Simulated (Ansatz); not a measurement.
**Geometry relaxation of C2H10OSSi2 (part 2 of 3)**

Continued. System: C2H10OSSi2. Method: RKS PBE/6-31G* (Ansatz 0.2.0). It belongs to a series of runs on one base structure; here: end point A relaxed.

Geometry of the input (Å):
```
C  0.1246  -2.9559  0.7066
Si 0.6796  -1.3017  0.0359
O  -0.2303  0.0078  0.5692
C  0.2799  1.3430  0.2115
Si -0.6124  2.0995  -1.3295
S  -0.1777  2.4691  1.6223
H  0.7007  -3.7421  0.3169
H  0.1672  -2.9205  1.7809
H  -0.9606  -3.0723  0.4496
H  2.1028  -1.0868  0.4376
H  0.6116  -1.2943  -1.4222
H  1.3132  1.3981  0.1012
H  -0.1415  3.5028  -1.5902
H  -0.3512  1.2999  -2.5034
H  -2.0953  2.1645  -1.1495
H  -1.4335  2.0663  1.8073
```

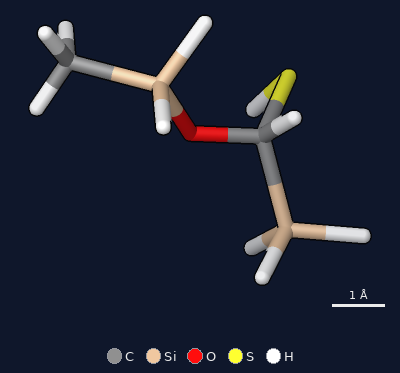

**Figure 1.** The geometry at step 13 of the log (stick view, seen at a tilt).

Trajectory as extended XYZ, continued
```
16
Properties=species:S:1:pos:R:3:forces:R:3 step=5 energy=-30855.28763
C     0.0788   -2.8762    0.7180    0.0044   0.0196  -0.0063
Si    0.7650   -1.3092   -0.0541   -0.0386  -0.0747   0.0101
O    -0.2219   -0.0261    0.4410    0.0906   0.1095  -0.0345
C     0.2072    1.3234    0.2519   -0.1066  -0.0028   0.0886
Si   -0.6451    2.0914   -1.2885    0.0031   0.0101   0.0394
S    -0.1480    2.3500    1.7551   -0.0402  -0.0946  -0.0889
H     0.6532   -3.7501    0.3644   -0.0109  -0.0150   0.0192
H     0.1413   -2.8387    1.8181    0.0105  -0.0012  -0.0114
H    -0.9777   -3.0263    0.4394    0.0130   0.0016  -0.0122
H     2.1828   -1.0402    0.3814   -0.0123   0.0201   0.0089
H     0.7679   -1.4128   -1.5562    0.0198  -0.0179  -0.0032
H     1.3117    1.3988    0.1639   -0.0080   0.0180   0.0205
H    -0.1096    3.4658   -1.5522    0.0016   0.0102  -0.0122
H    -0.4056    1.2270   -2.4926   -0.0086  -0.0074  -0.0135
H    -2.1171    2.1587   -1.0141   -0.0071   0.0048  -0.0019
H    -1.5057    2.2419    1.6688    0.0893   0.0197  -0.0027
16
Properties=species:S:1:pos:R:3:forces:R:3 step=6 energy=-30855.29441
C     0.0780   -2.8792    0.7280   -0.0063  -0.0054  -0.0006
Si    0.7852   -1.3297   -0.0558    0.0378   0.0565   0.0067
O    -0.2153   -0.0331    0.3718   -0.0326  -0.0192  -0.0092
C     0.2024    1.3212    0.2276   -0.0074  -0.0392   0.0015
Si   -0.6649    2.1236   -1.2853   -0.0066  -0.0015  -0.0054
S    -0.1407    2.2970    1.7595    0.0089  -0.0190  -0.0108
H     0.6518   -3.7655    0.4050   -0.0043   0.0062   0.0058
H     0.1182   -2.8215    1.8279   -0.0043   0.0038  -0.0022
H    -0.9725   -3.0263    0.4279   -0.0072  -0.0095  -0.0013
H     2.1813   -1.0356    0.4311    0.0008  -0.0058  -0.0070
H     0.8499   -1.4700   -1.5544    0.0053  -0.0173   0.0096
H     1.3054    1.4055    0.1305   -0.0018   0.0243   0.0117
H    -0.1012    3.4865   -1.5550   -0.0062   0.0046  -0.0006
H    -0.4729    1.2588   -2.4990   -0.0038   0.0107   0.0008
H    -2.1303    2.2262   -0.9825    0.0091   0.0015   0.0000
H    -1.4972    2.2195    1.6668    0.0185   0.0092   0.0010
16
Properties=species:S:1:pos:R:3:forces:R:3 step=7 energy=-30855.29795
C     0.0736   -2.8785    0.7405    0.0135  -0.0435   0.0321
Si    0.8112   -1.3483   -0.0532    0.0059   0.0673  -0.0306
O    -0.2181   -0.0483    0.2974   -0.0139  -0.0677  -0.0312
C     0.1956    1.3088    0.1958    0.0828  -0.0074  -0.0216
Si   -0.6859    2.1573   -1.2843   -0.0422  -0.0127  -0.0172
S    -0.1184    2.2380    1.7612    0.0270   0.0069   0.0017
H     0.6575   -3.7747    0.4618   -0.0226   0.0381   0.0094
H     0.0733   -2.7942    1.8405   -0.0140   0.0005  -0.0338
H    -0.9659   -3.0324    0.4044    0.0179   0.0002   0.0082
H     2.1873   -1.0319    0.4786   -0.0307  -0.0037  -0.0067
H     0.9375   -1.5414   -1.5451   -0.0027   0.0196   0.0555
H     1.2971    1.4022    0.0891   -0.0056  -0.0050  -0.0122
H    -0.1180    3.5219   -1.5383    0.0113  -0.0078   0.0126
H    -0.5312    1.3165   -2.5213    0.0045   0.0221   0.0224
H    -2.1441    2.2758   -0.9517    0.0088  -0.0094  -0.0018
H    -1.4746    2.2065    1.6688   -0.0399   0.0024   0.0132
16
Properties=species:S:1:pos:R:3:forces:R:3 step=8 energy=-30855.30030
C     0.0681   -2.8778    0.7536   -0.0017  -0.0844   0.0321
Si    0.8282   -1.3638   -0.0519   -0.0050   0.1366   0.0019
O    -0.2265   -0.0610    0.2269    0.0466  -0.1553  -0.0547
C     0.1936    1.2944    0.1586    0.0631   0.0369  -0.0363
Si   -0.7123    2.1867   -1.2822    0.0121  -0.0395  -0.0135
S    -0.0834    2.1881    1.7537    0.0241   0.0073   0.0041
H     0.6694   -3.7790    0.5258   -0.0583   0.0803   0.0154
H     0.0179   -2.7640    1.8519   -0.0042   0.0069  -0.1044
H    -0.9560   -3.0466    0.3751    0.0584  -0.0057   0.0312
H     2.1789   -1.0224    0.5322   -0.0580  -0.0087  -0.0273
H     1.0220   -1.5885   -1.5356   -0.0286   0.0241   0.1166
H     1.2930    1.3888    0.0338   -0.0085  -0.0140  -0.0245
H    -0.1335    3.5526   -1.5058   -0.0098  -0.0069   0.0102
H    -0.5761    1.3783   -2.5435   -0.0067   0.0309   0.0300
H    -2.1654    2.3020   -0.9251    0.0212  -0.0047  -0.0017
H    -1.4407    2.1896    1.6767   -0.0448  -0.0039   0.0208
16
Properties=species:S:1:pos:R:3:forces:R:3 step=9 energy=-30855.30297
C     0.0627   -2.8799    0.7571   -0.0044  -0.0833   0.0694
Si    0.8335   -1.3661   -0.0392   -0.0529   0.1458  -0.0353
O    -0.2362   -0.0645    0.1992    0.0977  -0.1669  -0.0600
C     0.1961    1.2873    0.1351    0.0460   0.0427  -0.0144
Si   -0.7202    2.1984   -1.2868   -0.0322  -0.0225   0.0033
S    -0.0524    2.1729    1.7429    0.0086  -0.0018  -0.0194
H     0.6803   -3.7783    0.5607   -0.0705   0.1015   0.0182
H    -0.0238   -2.7506    1.8523    0.0003  -0.0135  -0.1241
H    -0.9480   -3.0645    0.3492    0.0809   0.0064   0.0359
H     2.1695   -1.0074    0.5685   -0.0692  -0.0204  -0.0248
H     1.0551   -1.6013   -1.5171   -0.0127   0.0244   0.1131
H     1.2945    1.3736   -0.0057   -0.0106  -0.0081  -0.0063
H    -0.1548    3.5734   -1.4877    0.0039  -0.0168   0.0058
H    -0.5963    1.4162   -2.5656    0.0074   0.0233   0.0342
H    -2.1704    2.3009   -0.9144    0.0151  -0.0047  -0.0036
H    -1.4125    2.1673    1.6957   -0.0074  -0.0059   0.0080
16
Properties=species:S:1:pos:R:3:forces:R:3 step=10 energy=-30855.30632
C     0.0527   -2.8786    0.7629   -0.0373  -0.1004   0.0749
Si    0.8386   -1.3683   -0.0246   -0.0688   0.1565  -0.0092
O    -0.2493   -0.0686    0.1496    0.1663  -0.1592  -0.0541
C     0.2019    1.2784    0.0952   -0.0154   0.0490   0.0233
Si   -0.7453    2.2174   -1.2869    0.0414  -0.0308  -0.0166
S     0.0015    2.1482    1.7229   -0.0275  -0.0269  -0.0266
H     0.6935   -3.7708    0.6136   -0.0878   0.1188   0.0204
H    -0.0884   -2.7290    1.8507    0.0160  -0.0240  -0.1533
H    -0.9353   -3.0883    0.3112    0.1045   0.0121   0.0519
H     2.1457   -0.9926    0.6324   -0.0670  -0.0167  -0.0291
H     1.1195   -1.6158   -1.4886   -0.0116   0.0133   0.0900
H     1.2979    1.3540   -0.0723   -0.0409   0.0022  -0.0085
H    -0.1836    3.5975   -1.4603   -0.0149  -0.0070   0.0073
H    -0.6191    1.4691   -2.5853   -0.0215   0.0179   0.0256
H    -2.1919    2.2991   -0.8968    0.0225  -0.0042  -0.0010
H    -1.3612    2.1258    1.7205    0.0420  -0.0006   0.0051
16
Properties=species:S:1:pos:R:3:forces:R:3 step=11 energy=-30855.30973
C     0.0394   -2.8753    0.7668   -0.0688  -0.1145   0.0839
Si    0.8513   -1.3722   -0.0071   -0.0506   0.1941  -0.0061
O    -0.2493   -0.0728    0.0889    0.1795  -0.1526  -0.0516
C     0.2076    1.2739    0.0555    0.0220  -0.0040   0.0155
Si   -0.7635    2.2369   -1.2927   -0.0423  -0.0295   0.0241
S     0.0514    2.1086    1.7085   -0.0416  -0.0250  -0.0580
H     0.6965   -3.7628    0.6651   -0.0999   0.1249   0.0163
H    -0.1569   -2.7088    1.8445    0.0316  -0.0283  -0.1815
H    -0.9236   -3.1041    0.2706    0.1261   0.0192   0.0689
H     2.1231   -0.9786    0.7083   -0.0810  -0.0248  -0.0447
H     1.2053   -1.6386   -1.4527   -0.0218   0.0123   0.1016
H     1.2997    1.3472   -0.1380   -0.0466   0.0111   0.0092
H    -0.2137    3.6241   -1.4446    0.0029  -0.0149  -0.0077
H    -0.6787    1.5134   -2.6091    0.0127   0.0289   0.0415
H    -2.2005    2.3076   -0.8657    0.0196   0.0020  -0.0059
H    -1.3112    2.0788    1.7460    0.0582   0.0011  -0.0058
16
Properties=species:S:1:pos:R:3:forces:R:3 step=12 energy=-30855.31359
C     0.0224   -2.8710    0.7675   -0.0864  -0.1110   0.1235
Si    0.8749   -1.3774    0.0177   -0.0899   0.1849  -0.0713
O    -0.2365   -0.0808    0.0217    0.2189  -0.1466  -0.0265
C     0.2177    1.2674    0.0105   -0.0175  -0.0226   0.0196
Si   -0.7989    2.2563   -1.2859    0.0338  -0.0410  -0.0198
S     0.1049    2.0663    1.6853   -0.0352  -0.0133  -0.0343
H     0.6903   -3.7553    0.7178   -0.1146   0.1247   0.0123
H    -0.2357   -2.6884    1.8309    0.0495  -0.0438  -0.2161
H    -0.9110   -3.1146    0.2211    0.1656   0.0408   0.0905
H     2.1083   -0.9676    0.7900   -0.1014  -0.0285  -0.0464
H     1.3025   -1.6737   -1.4034   -0.0217   0.0312   0.1216
H     1.3038    1.3489   -0.2118   -0.0621   0.0207  -0.0067
H    -0.2498    3.6444   -1.4302   -0.0070  -0.0032   0.0140
H    -0.7341    1.5636   -2.6201   -0.0207   0.0214   0.0487
H    -2.2255    2.3200   -0.8225    0.0359  -0.0116  -0.0059
H    -1.2562    2.0394    1.7556    0.0529  -0.0021  -0.0032
16
Properties=species:S:1:pos:R:3:forces:R:3 step=13 energy=-30855.31811
C     0.0095   -2.8656    0.7689   -0.1040  -0.1025   0.0728
Si    0.8883   -1.3812    0.0294   -0.0722   0.1889  -0.0099
O    -0.2244   -0.0869   -0.0294    0.2020  -0.1359  -0.0159
C     0.2258    1.2618   -0.0231   -0.0015  -0.0118  -0.0155
Si   -0.8163    2.2678   -1.2858   -0.0099  -0.0524   0.0443
S     0.1456    2.0366    1.6654   -0.0254  -0.0182  -0.0387
H     0.6807   -3.7481    0.7614   -0.1061   0.1108   0.0026
H    -0.2958   -2.6692    1.8170    0.0661  -0.0285  -0.2129
H    -0.8982   -3.1195    0.1854    0.1506   0.0275   0.1010
H     2.0835   -0.9625    0.8521   -0.0744  -0.0168  -0.0460
H     1.3820   -1.6880   -1.3670   -0.0424   0.0171   0.1081
H     1.3059    1.3535   -0.2681   -0.0433   0.0027   0.0049
H    -0.2773    3.6620   -1.4083   -0.0035  -0.0120  -0.0085
H    -0.7880    1.5943   -2.6298    0.0045   0.0301   0.0312
H    -2.2309    2.3131   -0.7855    0.0225   0.0031  -0.0132
H    -1.2134    2.0093    1.7617    0.0371  -0.0019  -0.0044
16
Properties=species:S:1:pos:R:3:forces:R:3 step=14 energy=-30855.32375
C    -0.0095   -2.8596    0.7639   -0.1003  -0.0650   0.0776
Si    0.9114   -1.3822    0.0599   -0.0977   0.1295  -0.0335
O    -0.2011   -0.0957   -0.0907    0.1776  -0.1289   0.0062
C     0.2414    1.2537   -0.0701   -0.0191   0.0114  -0.0185
Si   -0.8484    2.2768   -1.2777    0.0002  -0.0169   0.0189
S     0.2091    1.9996    1.6339   -0.0218  -0.0057  -0.0266
H     0.6605   -3.7409    0.8114   -0.0925   0.0973  -0.0066
H    -0.3781   -2.6475    1.7879    0.0700  -0.0378  -0.1909
H    -0.8799   -3.1227    0.1303    0.1417   0.0320   0.1020
H     2.0536   -0.9474    0.9440   -0.0599  -0.0180  -0.0400
H     1.4801   -1.7105   -1.3005   -0.0210   0.0223   0.0815
H     1.3117    1.3594   -0.3493   -0.0404  -0.0016   0.0034
H    -0.3239    3.6775   -1.3866    0.0000  -0.0093   0.0066
H    -0.8540    1.6444   -2.6409    0.0031   0.0014   0.0261
H    -2.2495    2.3028   -0.7395    0.0281  -0.0071  -0.0027
H    -1.1464    1.9698    1.7683    0.0320  -0.0036  -0.0036
16
Properties=species:S:1:pos:R:3:forces:R:3 step=15 energy=-30855.32703
C    -0.0278   -2.8529    0.7569   -0.0881  -0.0423   0.0368
Si    0.9251   -1.3809    0.0832   -0.0717   0.1323  -0.0113
O    -0.1831   -0.1006   -0.1393    0.1559  -0.1419   0.0219
C     0.2534    1.2489   -0.1114   -0.0008   0.0432  -0.0158
Si   -0.8748    2.2837   -1.2726    0.0218  -0.0613   0.0548
S     0.2648    1.9779    1.6017   -0.0322  -0.0104  -0.0203
H     0.6388   -3.7321    0.8474   -0.0708   0.0741  -0.0117
H    -0.4467   -2.6305    1.7578    0.0684  -0.0262  -0.1556
H    -0.8646   -3.1232    0.0841    0.1095   0.0213   0.0907
H     2.0172   -0.9356    1.0217   -0.0518  -0.0163  -0.0325
H     1.5711   -1.7142   -1.2402   -0.0396   0.0087   0.0626
H     1.3146    1.3643   -0.4208   -0.0398  -0.0049   0.0104
H    -0.3595    3.6887   -1.3657   -0.0119  -0.0082  -0.0105
H    -0.9061    1.6645   -2.6408   -0.0117   0.0235   0.0084
H    -2.2586    2.2831   -0.6907    0.0233   0.0076  -0.0221
H    -1.0866    1.9364    1.7731    0.0395   0.0008  -0.0060
16
Properties=species:S:1:pos:R:3:forces:R:3 step=16 energy=-30855.32925
C    -0.0381   -2.8508    0.7457   -0.0498  -0.0090   0.0219
Si    0.9365   -1.3787    0.1053   -0.0906   0.0956  -0.0259
O    -0.1680   -0.1030   -0.1546    0.1367  -0.1289   0.0326
C     0.2645    1.2472   -0.1300    0.0035   0.0382  -0.0141
Si   -0.8888    2.2790   -1.2675   -0.0218  -0.0071   0.0120
S     0.3043    1.9737    1.5848   -0.0412  -0.0074  -0.0332
H     0.6244   -3.7281    0.8618   -0.0368   0.0358  -0.0079
H    -0.4907   -2.6264    1.7287    0.0402  -0.0179  -0.0836
H    -0.8493   -3.1238    0.0464    0.0636   0.0148   0.0512
H     1.9944   -0.9329    1.0806   -0.0379  -0.0174  -0.0386
H     1.6183   -1.7154   -1.1981   -0.0163   0.0197   0.0537
H     1.3192    1.3666   -0.4589   -0.0318  -0.0016   0.0085
H    -0.3887    3.6886   -1.3681    0.0100  -0.0040   0.0045
H    -0.9527    1.6778   -2.6425    0.0125  -0.0069   0.0177
H    -2.2643    2.2754   -0.6674    0.0218  -0.0070   0.0037
H    -1.0439    1.9281    1.7780    0.0380   0.0033  -0.0025
16
Properties=species:S:1:pos:R:3:forces:R:3 step=17 energy=-30855.33128
C    -0.0479   -2.8514    0.7304    0.0014   0.0248  -0.0042
Si    0.9421   -1.3752    0.1253   -0.0818   0.0701  -0.0299
O    -0.1571   -0.1023   -0.1542    0.0975  -0.0912   0.0353
C     0.2728    1.2488   -0.1427   -0.0242   0.0294   0.0083
Si   -0.9043    2.2713   -1.2617    0.0226  -0.0086  -0.0103
S     0.3354    1.9874    1.5663   -0.0175  -0.0097  -0.0218
H     0.6115   -3.7262    0.8640    0.0021  -0.0083  -0.0004
H    -0.5286   -2.6308    1.6977    0.0018  -0.0029  -0.0027
H    -0.8356   -3.1245    0.0083    0.0097   0.0046   0.0023
H     1.9756   -0.9358    1.1257   -0.0179  -0.0131  -0.0069
H     1.6563   -1.7012   -1.1605    0.0007   0.0070   0.0142
H     1.3210    1.3693   -0.4892   -0.0140  -0.0016   0.0016
H    -0.4047    3.6800   -1.3757   -0.0051   0.0019   0.0036
H    -0.9829    1.6634   -2.6328   -0.0067  -0.0029   0.0134
H    -2.2672    2.2634   -0.6353    0.0094  -0.0021  -0.0012
H    -1.0093    1.9411    1.7788    0.0219   0.0025  -0.0013
16
Properties=species:S:1:pos:R:3:forces:R:3 step=18 energy=-30855.33353
C    -0.0632   -2.8534    0.7008    0.0133   0.0377  -0.0351
Si    0.9504   -1.3680    0.1597   -0.0180  -0.0077   0.0176
O    -0.1402   -0.0998   -0.1416    0.0093   0.0097   0.0145
C     0.2853    1.2530   -0.1581    0.0033   0.0152   0.0237
Si   -0.9238    2.2559   -1.2577   -0.0172  -0.0065   0.0003
S     0.3923    2.0163    1.5381   -0.0076  -0.0136  -0.0355
H     0.5913   -3.7276    0.8544    0.0182  -0.0288   0.0043
H    -0.5875   -2.6456    1.6473   -0.0088   0.0046   0.0136
H    -0.8155   -3.1198   -0.0598   -0.0047   0.0006  -0.0038
H     1.9376   -0.9506    1.2133   -0.0025  -0.0079  -0.0007
H     1.7220   -1.6673   -1.0984    0.0024  -0.0007  -0.0013
H     1.3226    1.3718   -0.5352    0.0045  -0.0109   0.0015
H    -0.4385    3.6674   -1.3996   -0.0010  -0.0091  -0.0061
H    -1.0441    1.6272   -2.6163    0.0057   0.0074   0.0095
H    -2.2659    2.2450   -0.5888   -0.0024   0.0063  -0.0035
H    -0.9457    1.9729    1.7863    0.0053   0.0037   0.0009
16
Properties=species:S:1:pos:R:3:forces:R:3 step=19 energy=-30855.33430
C    -0.0903   -2.8635    0.6339   -0.0826   0.0754  -0.0493
Si    0.9655   -1.3526    0.2386    0.1287  -0.1892   0.0834
O    -0.1113   -0.0906   -0.0961   -0.0631   0.1988  -0.0198
C     0.3092    1.2634   -0.1832    0.0292  -0.0149   0.0526
Si   -0.9712    2.2195   -1.2442   -0.0186   0.0189  -0.0255
S     0.5104    2.0910    1.4783   -0.0535  -0.0437  -0.0876
H     0.5556   -3.7391    0.8200   -0.0096  -0.0100  -0.0036
H    -0.7029   -2.6898    1.5402    0.0877  -0.0152  -0.1415
H    -0.7715   -3.1095   -0.2052    0.1173   0.0499   0.1464
H     1.8660   -0.9885    1.3949   -0.0789  -0.0405  -0.0982
H     1.8450   -1.5926   -0.9693   -0.0653   0.0151   0.0887
H     1.3246    1.3697   -0.6255   -0.0676  -0.0316   0.0325
H    -0.5015    3.6285   -1.4623   -0.0220  -0.0359   0.0074
H    -1.1602    1.5481   -2.5768    0.0039   0.0141   0.0505
H    -2.2766    2.2221   -0.4997    0.0495   0.0064  -0.0284
H    -0.8137    2.0613    1.8007    0.0449   0.0025  -0.0075
16
Properties=species:S:1:pos:R:3:forces:R:3 step=20 energy=-30855.33746
C    -0.0829   -2.8667    0.6406    0.0152   0.0676  -0.0175
Si    0.9603   -1.3545    0.2326    0.0315  -0.1045   0.0207
O    -0.1220   -0.0887   -0.0913   -0.0301   0.0869   0.0039
C     0.3027    1.2630   -0.1758    0.0065  -0.0084   0.0498
Si   -0.9632    2.2261   -1.2488   -0.0053  -0.0104   0.0076
S     0.4946    2.0886    1.4857   -0.0461  -0.0296  -0.0595
H     0.5660   -3.7424    0.8157   -0.0056   0.0012  -0.0051
H    -0.6810   -2.6948    1.5519    0.0172  -0.0059  -0.0295
H    -0.7735   -3.1097   -0.1853    0.0282   0.0100   0.0277
H     1.8761   -0.9882    1.3689   -0.0321  -0.0132  -0.0248
H     1.8176   -1.5985   -0.9847   -0.0169   0.0147   0.0280
H     1.3208    1.3637   -0.6083   -0.0161  -0.0109   0.0036
H    -0.4902    3.6326   -1.4623   -0.0008  -0.0085  -0.0031
H    -1.1442    1.5520   -2.5787    0.0012   0.0051   0.0116
H    -2.2731    2.2362   -0.5168    0.0151   0.0019  -0.0081
H    -0.8310    2.0588    1.8007    0.0382   0.0042  -0.0055
16
Properties=species:S:1:pos:R:3:forces:R:3 step=21 energy=-30855.34004
C    -0.0849   -2.8722    0.6177    0.0321   0.0641  -0.0170
Si    0.9597   -1.3506    0.2598   -0.0269  -0.0314   0.0078
O    -0.1251   -0.0834   -0.0628   -0.0034   0.0304   0.0123
C     0.3047    1.2641   -0.1769   -0.0070  -0.0089   0.0389
Si   -0.9744    2.2145   -1.2464    0.0062  -0.0123   0.0127
S     0.5290    2.1177    1.4656   -0.0471  -0.0275  -0.0498
H     0.5638   -3.7472    0.7934    0.0034  -0.0155  -0.0014
H    -0.7054   -2.7193    1.5159    0.0016   0.0017   0.0021
H    -0.7534   -3.1033   -0.2277    0.0018  -0.0038  -0.0050
H     1.8482   -1.0044    1.4213   -0.0091  -0.0073  -0.0045
H     1.8404   -1.5636   -0.9448   -0.0001   0.0085   0.0108
H     1.3151    1.3507   -0.6289   -0.0004  -0.0029   0.0001
H    -0.4984    3.6143   -1.4924    0.0004  -0.0006  -0.0023
H    -1.1801    1.5200   -2.5617    0.0010  -0.0008   0.0077
H    -2.2716    2.2432   -0.4940    0.0053   0.0026  -0.0033
H    -0.7906    2.0969    1.8060    0.0423   0.0037  -0.0089
```
